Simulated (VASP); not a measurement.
Band structure of ZnO (space group P4_2/mnm). Calculation: modified Becke-Johnson potential (mBJ), VASP's PBE PAW potentials (set 64) (plane waves; VASP).

mBJ is a potential without an energy functional, so only the levels count.

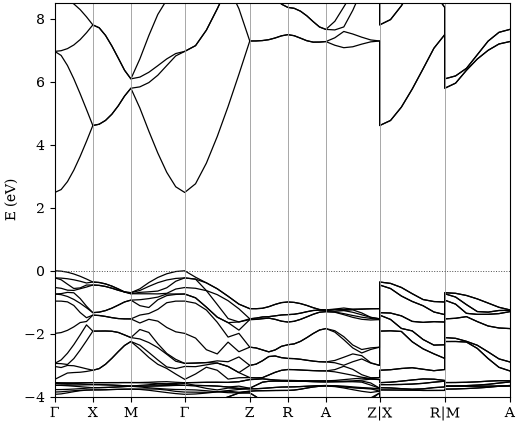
Bands along high-symmetry lines, zero at the valence-band maximum or, without a gap, the Fermi level

Task: Read the plot: is there a gap, and where are the band edges?

Result: The gap is direct, 2.49 eV, from the valence maximum at Γ to the conduction minimum at Γ.

The structure comes from a computed database's ZnO entry (P4_2/mnm); how it stands against other phases isn't given here. It was relaxed first. The cell's shape comes from a PBE relaxation.
